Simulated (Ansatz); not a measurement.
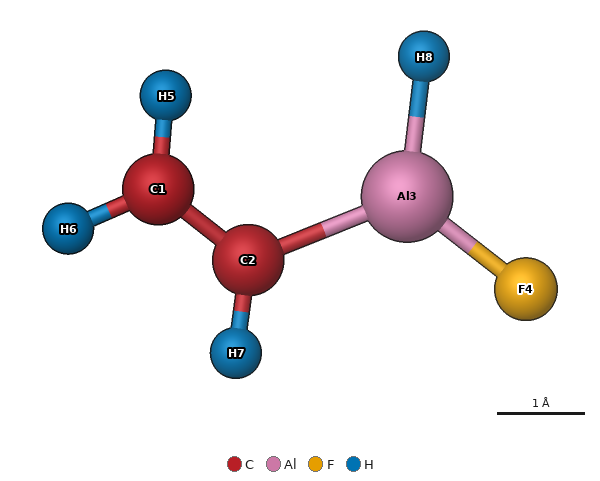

Figure 1. The starting structure (ball-and-stick view, seen on its broad side; atoms are numbered from 1 in the order of the input). Sticks mark near contacts. Bond lengths as drawn: Al–C 1.98 Å, Al–F 1.74 Å, Al–H 1.62 Å, C–C 1.33 Å and C–H 1.08 to 1.13 Å.

**Geometry relaxation of C₂H₄AlF**

The run: geometry relaxation of C₂H₄AlF. Method and program: RKS B3LYP-D4/def2-SVP (Ansatz 0.2.0).

It belongs to a series of runs on one base structure; here: end point A relaxed. Figures and captions count atoms from 1; the log counts them from 0 in places.

The input:
```yaml
crystal:
  periodic: [false, false, false]
  atoms:
    - { symbol: C, position_ang: [0.6793, 1.2472, -0.0792] }
    - { symbol: C, position_ang: [-0.1873, 0.4168, 0.5014] }
    - { symbol: Al, position_ang: [-0.4931, -1.3917, -0.242] }
    - { symbol: F, position_ang: [-1.496, -2.5293, 0.6026] }
    - { symbol: H, position_ang: [1.17, 1.0224, -1.0149] }
    - { symbol: H, position_ang: [0.7649, 2.2984, 0.3302] }
    - { symbol: H, position_ang: [-0.685, 0.7029, 1.4115] }
    - { symbol: H, position_ang: [0.3393, -1.8239, -1.5654] }
basis:
  gaussian: { orbitals: def2-SVP }
hamiltonian:
  xc: b3lyp
  dispersion: d4
relax:
  f_tol: 0.015
  max_steps: 40
output:
  orbitals: {}
```

Run on 1 thread of AMD EPYC (Zen 5), 16 GiB of memory available, shared host.

Launch command:
```bash
ansatz run input.yaml --threads 1 --pin off --max-ram 2048MiB --backend cpu --events-out ev --progress --plain --runs-dir out
```

The program's output:
```
The last accepted step is kept in [file] (removed where the run ends without a failure and the disk answers)
Engine: ansatz 0.2.0, x86_64-unknown-linux-gnu
Functional definition: B3LYP
  parameter a0 = 0.2
  parameter ax = 0.72
  parameter ac = 0.81
  exchange = (1 - a0 - ax)*slater_x + ax*b88_x + a0*exact_x
  correlation = (1 - ac)*vwn_rpa_c + ac*lyp_c
859 factors; integrals over basis functions are off by at most 2.9e-4 eV
mean field evaluation 1: about -11441.6289 eV, gradient 5.6e1 eV
mean field evaluation 2: about -11432.4475 eV, gradient 8.7e1 eV
mean field evaluation 4: about -11448.7851 eV, gradient 5.0e0 eV
mean field evaluation 8: about -11448.8483 eV, gradient 4.0e-2 eV
mean field -11448.84828409 eV, -420.7374141321 hartree, gradient 5.8e-6 eV, S^2 0.000000; 0 other end points of the search recorded, 0 dependent functions left out
the calculation of the forces begins
reference -11448.84851929 eV, -420.7374227756 hartree; 19, 19 occupied and 61, 61 virtual orbitals, 859 factors
relax step   1: F+E_penalty+E_count = -11449.04900567 eV  Δ(F+E_penalty+E_count) = +0.000e0 eV  max|allowed force component| = 1.743e0 eV/Å  Δτ_max = 0.0000 Å  (25 SCF iters, accepted)
these checks for a lower state are left out or cut short: starts, cluster_reference, orbital_swaps, neighbouring_geometries, increment
859 factors; integrals over basis functions are off by at most 3.2e-4 eV
mean field evaluation 16: about -11448.1679 eV, gradient 1.3e1 eV
mean field -11448.75420340 eV, -420.7339567307 hartree, gradient 1.2e-5 eV, S^2 0.000000; 0 other end points of the search recorded, 0 dependent functions left out
the calculation of the forces begins
reference -11448.75444143 eV, -420.7339654780 hartree; 19, 19 occupied and 61, 61 virtual orbitals, 859 factors
relax step   2: F+E_penalty+E_count = -11448.95502934 eV  Δ(F+E_penalty+E_count) = +9.398e-2 eV  max|allowed force component| = 1.948e0 eV/Å  Δτ_max = 0.1981 Å  (29 SCF iters, rejected (line search))
these checks for a lower state are left out or cut short: starts, cluster_reference, orbital_swaps, neighbouring_geometries, increment
859 factors; integrals over basis functions are off by at most 3.2e-4 eV
mean field -11449.02697008 eV, -420.7439807211 hartree, gradient 2.5e-5 eV, S^2 0.000000; 0 other end points of the search recorded, 0 dependent functions left out
the calculation of the forces begins
reference -11449.02720667 eV, -420.7439894157 hartree; 19, 19 occupied and 61, 61 virtual orbitals, 859 factors
relax step   3: F+E_penalty+E_count = -11449.22910902 eV  Δ(F+E_penalty+E_count) = -1.801e-1 eV  max|allowed force component| = 3.538e-1 eV/Å  Δτ_max = 0.0990 Å  (28 SCF iters, accepted)
these checks for a lower state are left out or cut short: starts, cluster_reference, orbital_swaps, neighbouring_geometries, increment
859 factors; integrals over basis functions are off by at most 3.2e-4 eV
mean field evaluation 32: about -11449.0353 eV, gradient 8.8e-2 eV
mean field -11449.03536655 eV, -420.7442892856 hartree, gradient 1.1e-5 eV, S^2 0.000000; 0 other end points of the search recorded, 0 dependent functions left out
the calculation of the forces begins
reference -11449.03560296 eV, -420.7442979738 hartree; 19, 19 occupied and 61, 61 virtual orbitals, 859 factors
relax step   4: F+E_penalty+E_count = -11449.23801111 eV  Δ(F+E_penalty+E_count) = -8.902e-3 eV  max|allowed force component| = 1.556e-1 eV/Å  Δτ_max = 0.0508 Å  (29 SCF iters, accepted)
these checks for a lower state are left out or cut short: starts, cluster_reference, orbital_swaps, neighbouring_geometries, increment
859 factors; integrals over basis functions are off by at most 3.2e-4 eV
mean field -11449.03685511 eV, -420.7443439893 hartree, gradient 1.1e-5 eV, S^2 0.000000; 0 other end points of the search recorded, 0 dependent functions left out
the calculation of the forces begins
reference -11449.03709158 eV, -420.7443526796 hartree; 19, 19 occupied and 61, 61 virtual orbitals, 859 factors
relax step   5: F+E_penalty+E_count = -11449.23933742 eV  Δ(F+E_penalty+E_count) = -1.326e-3 eV  max|allowed force component| = 8.400e-2 eV/Å  Δτ_max = 0.0272 Å  (29 SCF iters, accepted)
these checks for a lower state are left out or cut short: starts, cluster_reference, orbital_swaps, neighbouring_geometries, increment
859 factors; integrals over basis functions are off by at most 3.2e-4 eV
mean field -11449.03765036 eV, -420.7443732144 hartree, gradient 1.3e-5 eV, S^2 0.000000; 0 other end points of the search recorded, 0 dependent functions left out
the calculation of the forces begins
reference -11449.03788681 eV, -420.7443819035 hartree; 19, 19 occupied and 61, 61 virtual orbitals, 859 factors
relax step   6: F+E_penalty+E_count = -11449.24006264 eV  Δ(F+E_penalty+E_count) = -7.252e-4 eV  max|allowed force component| = 1.568e-2 eV/Å  Δτ_max = 0.0137 Å  (24 SCF iters, accepted)
these checks for a lower state are left out or cut short: starts, cluster_reference, orbital_swaps, neighbouring_geometries, increment
859 factors; integrals over basis functions are off by at most 3.2e-4 eV
mean field -11449.03777874 eV, -420.7443779321 hartree, gradient 9.2e-6 eV, S^2 0.000000; 0 other end points of the search recorded, 0 dependent functions left out
the calculation of the forces begins
reference -11449.03801507 eV, -420.7443866170 hartree; 19, 19 occupied and 61, 61 virtual orbitals, 859 factors
relax step   7: F+E_penalty+E_count = -11449.24018772 eV  Δ(F+E_penalty+E_count) = -1.251e-4 eV  max|allowed force component| = 9.033e-3 eV/Å  Δτ_max = 0.0062 Å  (22 SCF iters, accepted)
859 factors; integrals over basis functions are off by at most 3.2e-4 eV
mean field evaluation 64: about -11449.0371 eV, gradient 4.9e-1 eV
```

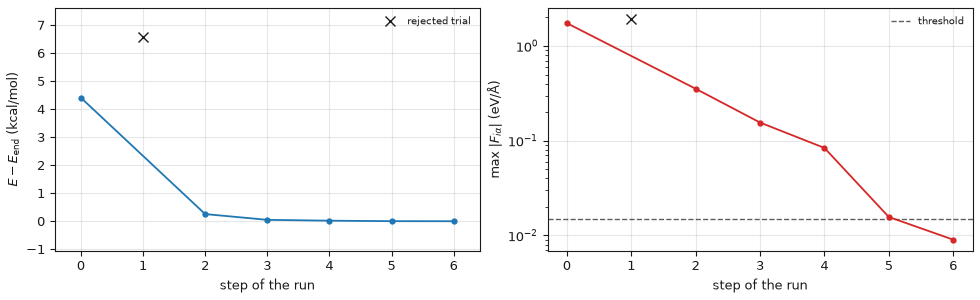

Figure 2. Progress of the relaxation, step by step (the first geometry is step 0 here and step 1 in the log).

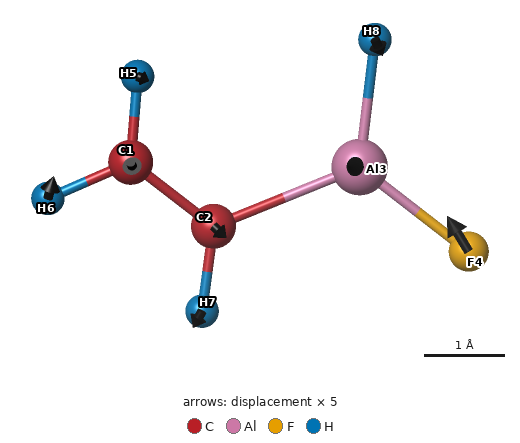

Figure 3. The starting structure with the displacements as black arrows, magnified 5 times (ball-and-stick view, seen on its broad side). The two geometries are laid on each other by the best rigid fit. The atom that moves furthest after the best rigid fit is F4 (0.10 Å). By element the largest moves are F 0.10 Å, H 0.06 Å, Al 0.06 Å, C 0.06 Å. Among the contacts that change: Al3–F4 1.736 → 1.670 Å, C2–Al3 1.979 → 1.933 Å, Al3–H8 1.622 → 1.576 Å, C1–H6 1.131 → 1.098 Å. Among the angles that change: C2–C1–H6 118.1° → 123.0°, Al3–C2–H7 119.3° → 123.7°, C2–Al3–H8 118.1° → 122.1°. The energy falls by 4.41 kcal/mol in 6 geometry steps. The largest force component goes from 1.7 to 0.009 eV/Å. The line search rejected the trial step at point 1 (counted from 0) and went back. (Atoms are counted from 1 in the order of the input.)

```
mean field -11449.03777874 eV, -420.7443779321 hartree, gradient 9.2e-6 eV, S^2 0.000000; 1 other end points of the search recorded, 0 dependent functions left out
the calculation of the forces begins
reference -11449.03801507 eV, -420.7443866170 hartree; 19, 19 occupied and 61, 61 virtual orbitals, 859 factors
Total energy: -11449.24042405 eV, -420.7518250098 hartree
Atom 0 at     0.621343     1.255275    -0.082814 Å, force     0.005310     0.005602    -0.006724 eV/Å
Atom 1 at    -0.202548     0.386477     0.531784 Å, force    -0.004536     0.002667     0.000530 eV/Å
Atom 2 at    -0.439071    -1.378918    -0.220088 Å, force    -0.003510    -0.007782    -0.001992 eV/Å
Atom 3 at    -1.442774    -2.487508     0.522912 Å, force     0.001344     0.009033     0.002499 eV/Å
Atom 4 at     1.164171     0.993229    -1.001047 Å, force     0.003250     0.001327     0.000226 eV/Å
Atom 5 at     0.802799     2.272354     0.289190 Å, force    -0.003872    -0.002501     0.001861 eV/Å
Atom 6 at    -0.706233     0.733080     1.444441 Å, force    -0.000354    -0.005831     0.005706 eV/Å
Atom 7 at     0.294413    -1.831189    -1.540179 Å, force     0.002369    -0.002515    -0.002107 eV/Å
Dipole moment:     0.196611     0.360432    -0.056883 e Å
```

Trajectory as extended XYZ (Å, eV, eV/Å), 7 frames, from step=1 to step=7:
```
8
Properties=species:S:1:pos:R:3:forces:R:3 step=1 energy=-11449.04901
C     0.6793    1.2472   -0.0792   -0.6249   1.7427   0.6585
C    -0.1873    0.4168    0.5014   -0.1843  -1.7420  -0.5145
Al   -0.4931   -1.3917   -0.2420   -0.2152  -0.5681   0.6295
F    -1.4960   -2.5293    0.6026    0.9457   1.1150  -0.9243
H     1.1700    1.0224   -1.0149    0.4486  -0.0861  -0.4078
H     0.7649    2.2984    0.3302    0.3948  -0.9210  -0.4745
H    -0.6850    0.7029    1.4115   -0.3213   0.4614   0.6168
H     0.3393   -1.8239   -1.5654   -0.4434  -0.0018   0.4163
8
Properties=species:S:1:pos:R:3:forces:R:3 step=2 energy=-11448.95503 accepted=F
C     0.5223    1.3245   -0.1721    1.4343  -0.3549   1.9476
C    -0.1639    0.3869    0.5453   -0.0460   0.2476  -1.1553
Al   -0.3715   -1.4144   -0.1855   -1.0849  -0.4394   0.1969
F    -1.5198   -2.4854    0.5115    0.9398   0.7441  -0.4118
H     1.1851    1.0204   -1.0121   -0.6069   0.3186   0.0211
H     0.8379    2.2822    0.3613   -0.7906  -0.6161  -1.0689
H    -0.6938    0.7141    1.4439    0.0964   0.0818   0.2422
H     0.2957   -1.8855   -1.5481    0.0579   0.0184   0.2280
8
Properties=species:S:1:pos:R:3:forces:R:3 step=3 energy=-11449.22911
C     0.6268    1.2521   -0.0800   -0.1060   0.0496   0.0561
C    -0.1987    0.3880    0.5330   -0.0142  -0.2840  -0.0490
Al   -0.4538   -1.3822   -0.2181    0.1479   0.0920  -0.0128
F    -1.4409   -2.5031    0.5247   -0.0434   0.0051   0.0289
H     1.1928    1.0073   -0.9756    0.1045  -0.2398  -0.3538
H     0.7869    2.2739    0.2593    0.0322   0.2918   0.2618
H    -0.7012    0.7286    1.4438   -0.1007   0.0999   0.0758
H     0.2802   -1.8218   -1.5429   -0.0202  -0.0147  -0.0070
8
Properties=species:S:1:pos:R:3:forces:R:3 step=4 energy=-11449.23801
C     0.6224    1.2492   -0.0802   -0.0461  -0.0151  -0.0030
C    -0.2053    0.3922    0.5409   -0.0695  -0.1403   0.0445
Al   -0.4402   -1.3713   -0.2191    0.0286   0.0043   0.0060
F    -1.4312   -2.4947    0.5166   -0.0214  -0.0014   0.0168
H     1.1645    0.9666   -0.9867    0.0880  -0.0142  -0.1556
H     0.8015    2.2706    0.2670    0.0378   0.1290   0.0847
H    -0.7113    0.7394    1.4509   -0.0190   0.0340   0.0089
H     0.2917   -1.8092   -1.5452    0.0016   0.0036  -0.0022
8
Properties=species:S:1:pos:R:3:forces:R:3 step=5 energy=-11449.23934
C     0.6233    1.2504   -0.0819   -0.0473  -0.0353   0.0117
C    -0.2070    0.3871    0.5350    0.0131   0.0840  -0.0397
Al   -0.4396   -1.3784   -0.2171   -0.0176  -0.0082  -0.0075
F    -1.4347   -2.4968    0.5237    0.0119   0.0191  -0.0029
H     1.1589    0.9865   -1.0043    0.0217  -0.0125   0.0292
H     0.8131    2.2660    0.2899   -0.0173   0.0013  -0.0067
H    -0.7161    0.7449    1.4410    0.0353  -0.0389   0.0115
H     0.2942   -1.8169   -1.5420    0.0003  -0.0094   0.0044
8
Properties=species:S:1:pos:R:3:forces:R:3 step=6 energy=-11449.24006
C     0.6215    1.2538   -0.0829    0.0025   0.0101  -0.0015
C    -0.2040    0.3880    0.5337   -0.0043  -0.0157   0.0046
Al   -0.4399   -1.3775   -0.2195    0.0032  -0.0084  -0.0033
F    -1.4396   -2.4911    0.5212   -0.0019   0.0122   0.0067
H     1.1670    0.9882   -0.9986   -0.0061   0.0017  -0.0019
H     0.8019    2.2723    0.2854    0.0042   0.0020   0.0062
H    -0.7072    0.7362    1.4465    0.0011  -0.0047  -0.0129
H     0.2924   -1.8272   -1.5416    0.0014   0.0029   0.0021
8
Properties=species:S:1:pos:R:3:forces:R:3 step=7 energy=-11449.24019
C     0.6213    1.2553   -0.0828    0.0053   0.0056  -0.0067
C    -0.2025    0.3865    0.5318   -0.0045   0.0027   0.0005
Al   -0.4391   -1.3789   -0.2201   -0.0035  -0.0078  -0.0020
F    -1.4428   -2.4875    0.5229    0.0013   0.0090   0.0025
H     1.1642    0.9932   -1.0010    0.0032   0.0013   0.0002
H     0.8028    2.2724    0.2892   -0.0039  -0.0025   0.0019
H    -0.7062    0.7331    1.4444   -0.0004  -0.0058   0.0057
H     0.2944   -1.8312   -1.5402    0.0024  -0.0025  -0.0021
```

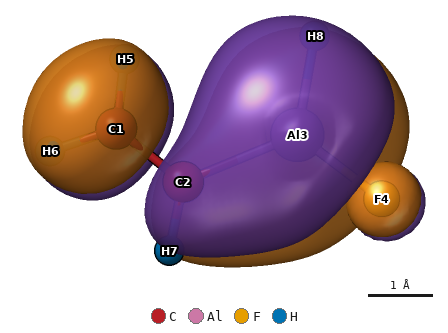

Figure 4. The LUMO at ±0.06 Å⁻³ᐟ² (orange and purple are the two phases), seen face on. Its energy is −1.56 eV.

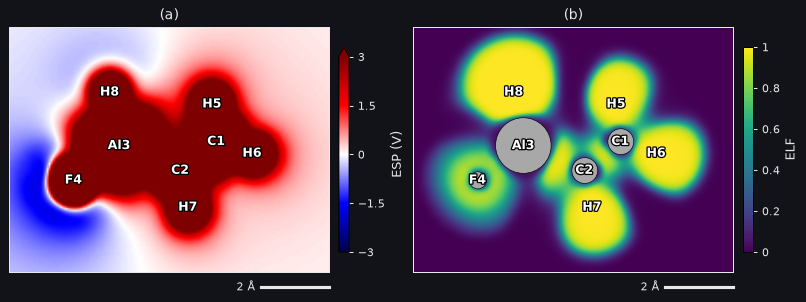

Figure 5. (a) electrostatic potential; (b) electron localisation function on the molecular plane. Grey discs, where drawn, cover atomic cores. Atoms in the plane: C, Al, F and H. C–C (1.35 Å): the ELF peaks at about 0.90 between the atoms (a double or triple bond). Al–F (1.67 Å): the ELF peaks at about 0.85 in the valence shell of F, 0.6 Å from its nucleus, and is about 0.25 at the midpoint. C–Al (1.93 Å): the ELF peaks at about 0.95 between the atoms (a polar covalent bond). C–H (1.10 Å): the ELF climbs to about 1 towards the hydrogen, as it does in any bond to H; a covalent bond by its length. Al–H (1.58 Å): the ELF climbs to about 1 towards the hydrogen.

Summary:

- outcome: converged
- total energy: −11449.2404 eV
- mean-field energy: −11449.0380 eV
- largest force (length of the vector) at the end: 0.010 eV/Å
- wall time: 7.6 s
- peak memory: 0.17 GiB
